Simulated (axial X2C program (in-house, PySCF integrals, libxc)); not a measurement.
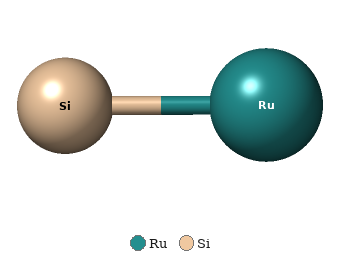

The molecule at the reference distance of 2.127 Å.

# Run report: RuSi⁻, relativistic diatomic calculation

- system: RuSi⁻, single determinant with M_S = 1/2 and |Λ| = 2.
- method: PBE50, spin-free X2C-1e, Ru dyall-acv3z, Si dyall-av3z (cores contracted) (axial X2C program (in-house, PySCF integrals, libxc))

Input file:
```
{"zs": [44, 14], "q": -1, "bas": ["dyall-acv3z", "dyall-av3z"], "levels": ["PBE0", "HF", "PBE50"], "cc": true, "r0": 2.41, "thr": -2.0, "nmax": 90, "npts": 10, "nst": 2, "ntry": 6}
```

The line is the task of a batch: nuclear charges, charge, bases, the levels to run, a first guess of the distance and further settings. This report covers PBE50 without spin-orbit coupling. The log is that of the reference distance 2.127 Å.

Hardware: 1 thread of Arm Neoverse V1, 24 GiB of memory available, shared host.

The run was one of a batch that the task file lists, launched with:
```bash
python <driver script> task.json out
```

The program's output:
```
spin-free X2C-1e  PBE50
basis functions 221  fitting functions 1075  grid points 5079
iter        total energy     max residual
   1      -4820.146570461     1.48e-01
   2      -4820.151948906     6.81e-03
   3      -4820.153058030     4.93e-02
   4      -4820.154361672     4.76e-02
   5      -4820.155134463     4.13e-03
   6      -4820.155514795     6.43e-03
   7      -4820.155591858     1.02e-03
   8      -4820.155652273     1.07e-03
   9      -4820.155685010     1.38e-03
  10      -4820.155692433     6.52e-04
  11      -4820.155694067     8.07e-05
  12      -4820.155694343     1.08e-04
  13      -4820.155694422     4.35e-05
  14      -4820.155694436     5.46e-06
  15      -4820.155694438     8.15e-06
converged
one-electron -6966.42524115  Coulomb 2148.60756508  exact exchange -76.47541816  xc functional -79.11749533  nuclear repulsion 153.25489512
```

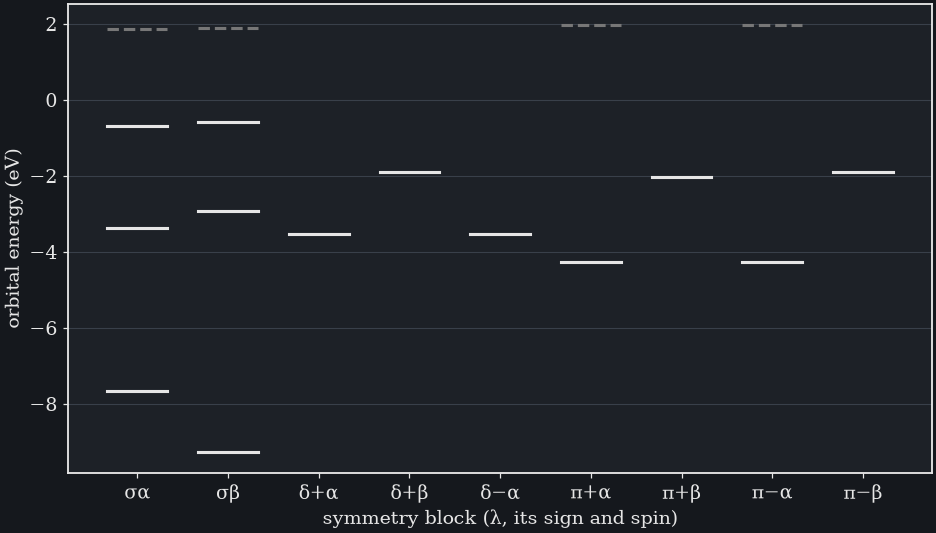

Orbital energies near the frontier at 2.13 Å, filled (solid) and empty (dashed); a label such as π−α means λ = −1 and α spin. The highest filled orbital (σβ; 42 % Si p, 33 % Ru s) lies at −0.58 eV, the lowest empty one (σα; 86 % Ru p, 11 % Ru s) at 1.86 eV.

Outcome:

- outcome: not converged in a step after the SCF shown
- largest ⟨S²⟩ along the curve: 2.29
- wall time: 11 s
- peak memory: 0.87 GiB

What went wrong:

The SCF whose log is shown converged, but a later step did not. The run therefore gave no full result. ⟨S²⟩ reaches 2.29 where a pure state of this multiplicity has 0.75, so the determinant is spin-contaminated.
